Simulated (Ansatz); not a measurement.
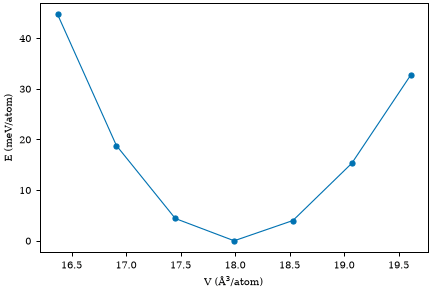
Fig. 1. ScZn (CsCl type, Pm-3m) under volume change, plane-wave PAW PBEsol (Ansatz code), scaled uniformly.

Question: What does a third-order Birch–Murnaghan fit give for V₀, B₀ and B′?

Answer: V₀ = 17.99 Å³/atom, B₀ = 83.5 GPa, B′ = 4.2.

The workflow started from an entry of the Crystallography Open Database (COD). Its standing as an ambient phase is unchecked. The PBEsol relaxation kept the symmetry of its start; of distortions, only those at the zone centre were tested. The run is not spin-polarised.

Potentials: the later of the program's two PAW sets.
